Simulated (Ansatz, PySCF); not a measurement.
CH3F (SMILES CF) and GeH4 (SMILES [GeH4]) are pulled apart as rigid monomers along the line of their centres of mass, from the B3LYP-D3(BJ)/def2-TZVP minimum. Starting geometry (charge 0, multiplicity 1):
```xyz
10

C     -0.4328    -0.0378    -0.1556
F      0.7652    -0.1711     0.5400
H     -1.0189     0.7562     0.3078
H     -0.2067     0.2142    -1.1919
H     -0.9733    -0.9831    -0.1045
Ge    -0.0593    -0.1959     3.6825
H     -0.3599     1.1764     3.0623
H      1.4440    -0.4874     3.6182
H     -0.8412    -1.2811     2.9277
H     -0.5163    -0.1876     5.1521
```

Interaction energies with rigid monomers; basis-set methods are counterpoise corrected unless marked otherwise.

Rows in 3-21G, STO-3G carry no dispersion term and start afresh at each structure; the Pople sets are all-electron and without relativity.

Programs: Ansatz (a first-principles code) with Gaussian orbitals; PySCF for 3-21G rows, STO-3G rows, the dispersion terms. Values without a source in brackets are computed.

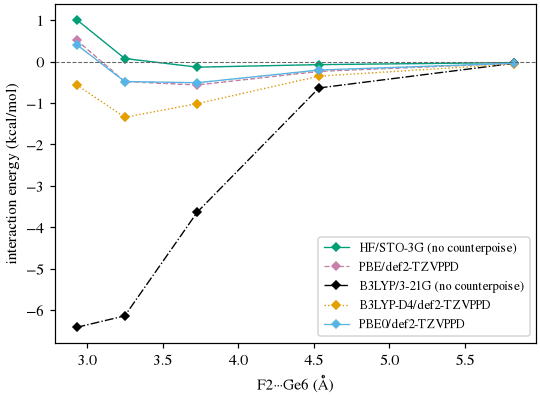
Figure: Interaction energy against separation

### Question
Which level binds most strongly at F2···Ge6 = 3.25, and by how much?

### Answer
B3LYP/3-21G (no counterpoise), -6.1 kcal/mol.
